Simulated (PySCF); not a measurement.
SMILES C#CCCF (C₄H₅F) at its PBE/def2-SVP optimised geometry (Å):

```
10

C      1.6710    -0.7416     0.0068
C      0.4489    -0.7596     0.0000
C     -1.0118    -0.7596     0.0000
C     -1.6440     0.6353     0.0000
F     -1.3200     1.3186    -1.1563
H      2.7517    -0.7314     0.0091
H     -1.3874    -1.3186    -0.8855
H     -1.3889    -1.3074     0.8929
H     -2.7517     0.5397     0.0628
H     -1.2881     1.2234     0.8752
```

Method: PySCF 2.14.0 with PBE/def2-TZVP. Cells within 0.4 Å of a nucleus heavier than hydrogen are left out (blank, or x).

Map of the log10 of the electron density (e/bohr³), floored at −4 on the plane z = 0.0 Å:

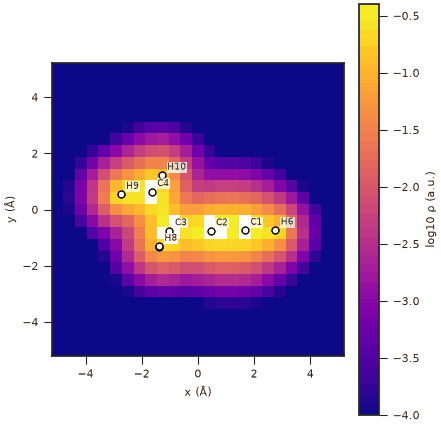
Log10 of the electron density (e/bohr³), floored at −4 on the plane z = 0.0 Å.
